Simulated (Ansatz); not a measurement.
# CH3BrClSi (charge +1): what the fields show

The calculation's input:

```
crystal:
  periodic: [false, false, false]
  atoms:
    - {symbol: C, position_ang: [-0.880179, -0.615309, 0.217409]}
    - {symbol: Br, position_ang: [2.263390, -0.583576, -1.292711]}
    - {symbol: Cl, position_ang: [-0.717298, -1.384126, -2.995461]}
    - {symbol: Si, position_ang: [0.146568, -0.858819, -1.278769]}
    - {symbol: H, position_ang: [-1.568816, -1.470615, 0.328046]}
    - {symbol: H, position_ang: [-1.490511, 0.295325, 0.071700]}
    - {symbol: H, position_ang: [-0.249298, -0.501352, 1.111291]}
basis:
  gaussian:
    orbitals: def2-TZVPD
total_charge: 1
hamiltonian:
  xc: {name: PBE0}
output: {forces: true, orbitals: {seedname: orbitals}}
```

Run with:

```sh
ansatz run input.yaml --threads 1 --pin off --max-ram 2610MiB --events-out events.jsonl --progress --plain --runs-dir runs
```

Geometry: B3LYP-D3(BJ)/def2-SVP.

Computed with Ansatz 0.2.0, isolated molecule in a Gaussian basis; Kohn-Sham density functional theory, functional PBE0.

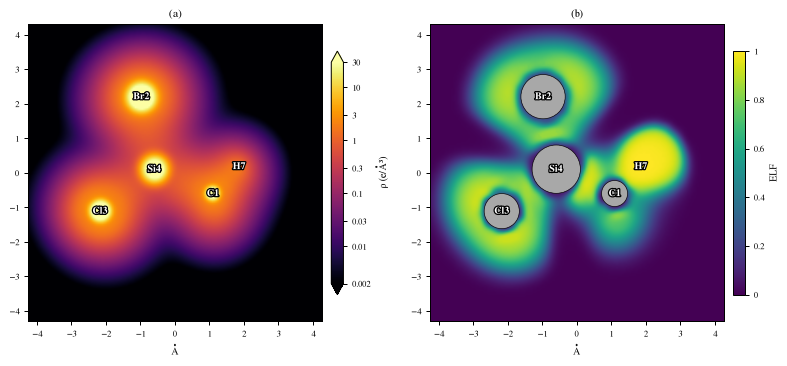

Figure 1. (a) electron density; (b) ELF on the plane of atoms C1, Si4 and Br2. Grey discs cover the atomic cores in the ELF map.

Describe what can be read from this map.

Answer. The section cuts through C, Br, Cl, Si and H sites.
C–Si (1.83 Å): ρ at the midpoint is about 1 e/Å³; the ELF peaks at about 0.95 between the atoms; a shared electron pair.
Si–Cl (1.99 Å): ρ at the midpoint is about 1 e/Å³; the ELF peaks at about 0.85 between the atoms: a polar covalent bond.
Si–Br (2.13 Å): the density is about 0.9 e/Å³ at the midpoint; the ELF peaks at about 0.85 between the atoms, as expected for a shared but strongly polarised pair.
C–H (1.10 Å): the density is about 2 e/Å³ at the midpoint; the ELF climbs to about 1 towards the hydrogen, as it does in any bond to H (a covalent bond by its length).
The ELF also peaks beside Cl3 and Br2, away from the bonds: lone-pair regions.

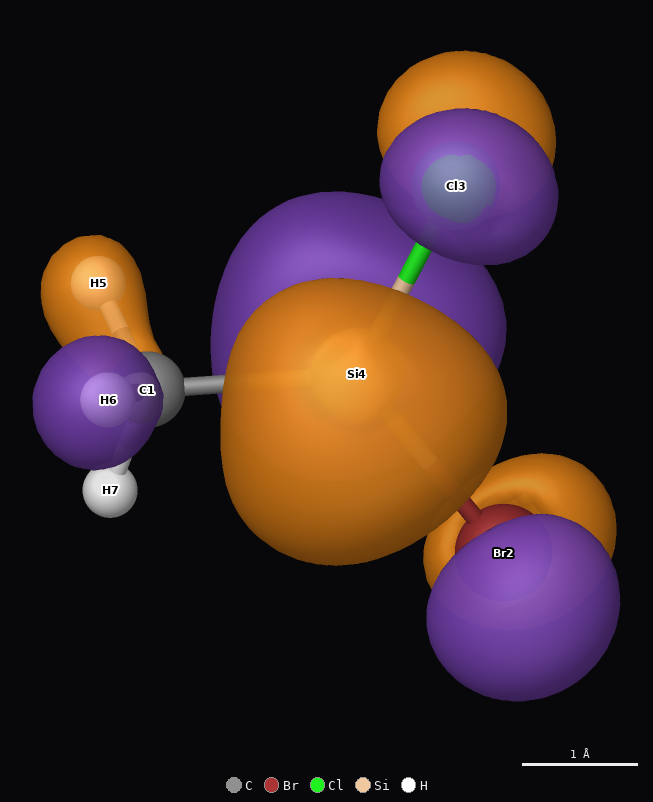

Figure 2. The LUMO at ±0.1 Å⁻³ᐟ² (orange and purple are the two phases), seen at a tilt.

Where does this orbital lie, and at what energy?

Answer. Its weight (Hirshfeld) is mainly on Si4 (about 60 %), Br2 (about 15 %), Cl3 (about 15 %) and C1 (about 5 %). Its energy is −8.05 eV.

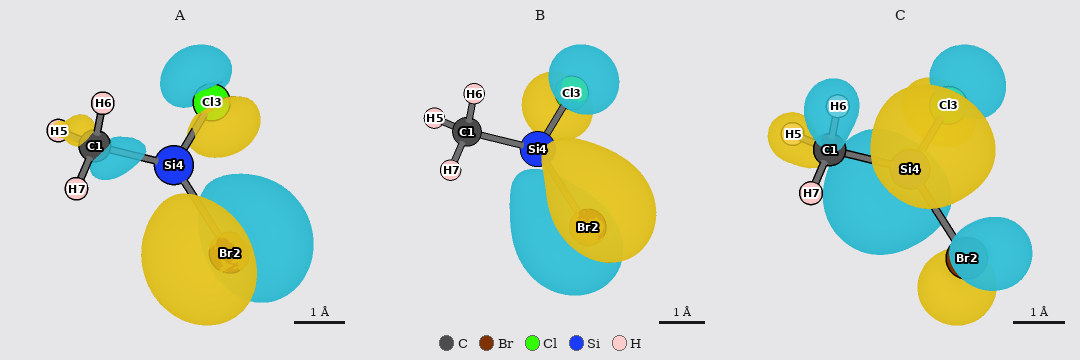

Figure 3. Three frontier orbitals at ±0.1 Å⁻³ᐟ² (yellow and cyan are the two phases), in no order.

Which picture is the HOMO−1, the HOMO and the LUMO?

Answer. B is the HOMO−1 (−14.79 eV). By Hirshfeld shares it lies mainly on Br2 (about 75 %) and Cl3 (about 15 %); largely a lone pair of Br2. A is the HOMO (−14.44 eV). It lies mainly on Br2 (about 80 %) and Cl3 (about 10 %); largely a lone pair of Br2. C is the LUMO (−8.05 eV). Its weight (Hirshfeld) is mainly on Si4 (about 60 %), Br2 (about 15 %), Cl3 (about 15 %) and C1 (about 5 %).

What is the HOMO–LUMO gap?

Answer. 6.39 eV between the orbital energies.
